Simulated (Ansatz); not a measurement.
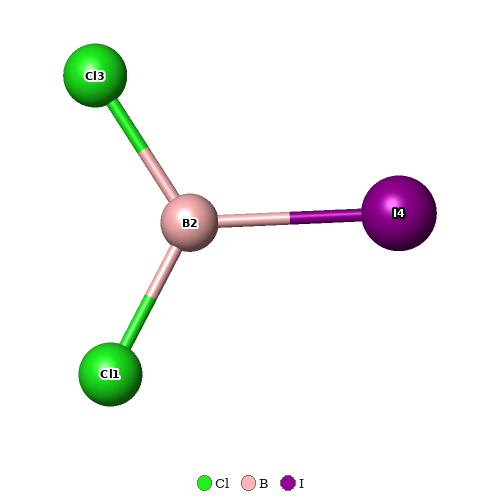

The system is BCl2I, SMILES ClB(Cl)I; the picture shows the grid point nearest to the relaxed geometry. Two internal coordinates are moved rigidly from the geometry relaxed at PBE0-D4/def2-TZVP, all others fixed. The first coordinate is: bond B2–Cl3; the second: angle Cl1–B2–Cl3. The grid has 5 × 5 points. Points are written as (first, second). Energies are in kcal/mol, from the lowest grid point. The calculation used RKS r2SCAN-D4/def2-TZVPP in Ansatz 0.2.0.

Its coordinates:

```xyz
4

Cl   -0.4779   -1.7274    0.0898
B     0.0291   -0.0689    0.0726
Cl    0.8285    0.6280    1.4921
I    -0.3076    1.1229   -1.6455
```

Range: bond B2–Cl3 from 1.561 to 2.081 Å; angle Cl1–B2–Cl3 from 102 to 138°.

### What landscape does the calculation give?

The lowest grid point is at (1.772 Å, 120°). It is the only kind of minimum in the scanned range. The highest grid point, (2.081 Å, 138°), lies 32.7 kcal/mol above the lowest. Round the minimum the valley is somewhat tilted: raising bond B2–Cl3 shifts the best value of angle Cl1–B2–Cl3 downwards (coupling k₁₂/√(k₁₁k₂₂) about 0.2).

```csv
"angle Cl1–B2–Cl3 ↓, bond B2–Cl3 →",1.561,1.647,1.772,1.919,2.081
138,20.2,12.5,11.7,19.4,32.7
129,12.7,4.4,2.9,10.0,22.7
120,11.5,2.5,0.0,6.1,18.0
111,16.3,6.2,2.3,7.0,17.7
102,28.3,16.5,10.4,13.1,21.8
```

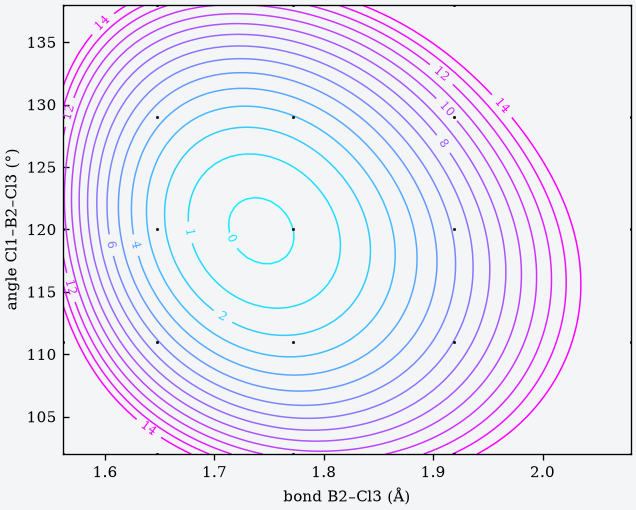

Drawn: contour lines labelled in kcal/mol (none above 14), dots at the grid points. Between grid points the surface is interpolated.
